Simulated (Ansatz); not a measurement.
# C2H6SSi: the cost of one run

Program: Ansatz 0.2.0, driven from Python. The levels of theory stand in the script. These are calculated values, not measurements.

**1. The structure**

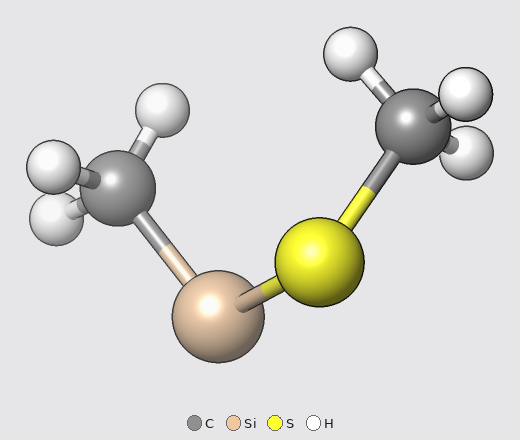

The structure that the script starts from, seen from a chosen angle (carbon grey, silicon light orange, sulfur yellow, hydrogen white).

The script holds or builds the structure itself.

**2. Script**

Contents of methods_c2h6ssi.py:

```python
from pathlib import Path

import ansatz
from ase import Atoms
import numpy as np


def main() -> None:
    atoms = Atoms(["C", "Si", "S", "C", "H", "H", "H", "H", "H", "H"], positions=[
        [-0.6574, 1.6253, 0.3704],
        [-0.9865, 0.7169, -1.1974],
        [-0.8963, -1.383, -0.7814],
        [0.9124, -1.6184, -0.2181],
        [-1.4173, 1.375, 1.1193],
        [0.3015, 1.5241, 0.7527],
        [-0.7954, 2.7471, 0.1909],
        [1.0741, -1.0403, 0.6899],
        [1.5495, -1.3105, -0.9501],
        [0.9986, -2.6876, 0.0268],
    ])
    system = ansatz.Crystal.molecule_from_ase(atoms)

    setup = system.calculation().basis(gaussian="def2-SVP")

    print("functional    E (Ha)        dipole (D)   HOMO (eV)  LUMO (eV)")
    for name in ["r2scan0", "hf", "blyp", "b3lyp", "r2scan"]:
        r = setup.functional(name).forces().orbitals().run(threads=1, backend="cpu", runs_dir="runs").report
        lines = Path(r["orbitals_path"]).read_text().splitlines()
        field_of = lambda key: [line.split("=")[1].strip() for line in lines if line.startswith(key)]
        orbitals = [(27.211386 * float(e), s, float(n)) for e, s, n in zip(field_of("Ene="), field_of("Spin="), field_of("Occup="))]
        homo = max(e for e, _, n in orbitals if n > 0.5)
        lumo = min(e for e, _, n in orbitals if n < 0.5)
        dipole = 4.803205 * np.linalg.norm(r["charge_distribution"]["dipole_moment_e_ang"])
        print(f"{name:10s} {r['free_energy_ev'] / 27.211386246:14.6f} {dipole:9.3f} {homo:11.3f} {lumo:10.3f}")


if __name__ == "__main__":
    main()
```

**3. The input behind the calls**

The engine receives this input (first run):

```yaml
crystal:
  periodic: [false, false, false]
  atoms:
    - { symbol: C, position_ang: [-0.6574, 1.6253, 0.3704] }
    - { symbol: Si, position_ang: [-0.9865, 0.7169, -1.1974] }
    - { symbol: S, position_ang: [-0.8963, -1.383, -0.7814] }
    - { symbol: C, position_ang: [0.9124, -1.6184, -0.2181] }
    - { symbol: H, position_ang: [-1.4173, 1.375, 1.1193] }
    - { symbol: H, position_ang: [0.3015, 1.5241, 0.7527] }
    - { symbol: H, position_ang: [-0.7954, 2.7471, 0.1909] }
    - { symbol: H, position_ang: [1.0741, -1.0403, 0.6899] }
    - { symbol: H, position_ang: [1.5495, -1.3105, -0.9501] }
    - { symbol: H, position_ang: [0.9986, -2.6876, 0.0268] }
basis:
  gaussian:
    orbitals: def2-SVP
hamiltonian:
  xc: r2scan0
output:
  orbitals: {}
  forces: true
```

**4. Launch**

Run with:

```console
python methods_c2h6ssi.py
```

Q: Estimate wall time and peak memory on 1 thread of Arm Neoverse V2, shared host.

About 18 s, with a peak of 0.27 GiB.
